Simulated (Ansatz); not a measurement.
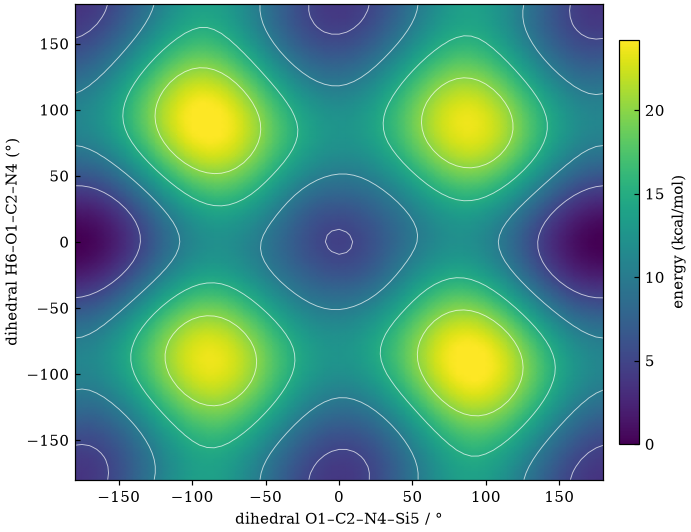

Energy landscape of CH₄FNOSi, SMILES OC(F)=N[SiH3]. Coordinates scanned: (1) dihedral O1–C2–N4–Si5; (2) dihedral H6–O1–C2–N4. Nothing is relaxed (all other coordinates rigid). Grid: 18 × 18 points. Points are written as (first, second). Energies: kcal/mol, counted from the lowest grid point. The dihedral twists a double bond; near 90° a spin-restricted reference is unreliable. Level of theory: RKS B3LYP-D4/def2-SVP (Ansatz 0.2.0).

In the figure: a smooth colour map with a few white contour lines. Between grid points the surface is interpolated. 

Summarise what can be read from the map.

The lowest grid point is at (−180°, 0°). Higher local minima lie near (−180°, −180°) (3.7 kcal/mol above the lowest at that grid point); (0°, −180°) (4.0 kcal/mol above the lowest at that grid point); (0°, 0°) (4.7 kcal/mol above the lowest at that grid point). The highest grid point, (−100°, 100°), lies 24.2 kcal/mol above the lowest. On the interpolated surface the easiest way out of the lowest well to the well at (−180°, −180°) passes a barrier of about 11 kcal/mol. Round the minimum the two coordinates are weakly coupled (coupling −0.07 in units of the two stiffnesses).

The input of one point:

```yaml
crystal:
  periodic: [false, false, false]
  atoms:
    - { symbol: O, position_ang: [-1.711081, 1.460301, 1.017937] }
    - { symbol: C, position_ang: [-0.719923, 0.601572, 0.795775] }
    - { symbol: F, position_ang: [-0.281776, 0.1704, 1.981722] }
    - { symbol: "N", position_ang: [-0.272907, 0.254926, -0.316168] }
    - { symbol: Si, position_ang: [0.999076, -0.839709, -0.785461] }
    - { symbol: H, position_ang: [-2.016395, 1.762514, 0.148146] }
    - { symbol: H, position_ang: [2.000403, -0.072399, -1.577184] }
    - { symbol: H, position_ang: [0.404428, -1.894442, -1.652725] }
    - { symbol: H, position_ang: [1.686435, -1.489721, 0.370851] }
basis:
  gaussian: { orbitals: def2-SVP }
hamiltonian:
  xc: { name: B3LYP }
  dispersion: d4
output:
  forces: true
```

The whole map (324 points run) took 19 min on 1 thread of Arm Neoverse V2, on a shared host.
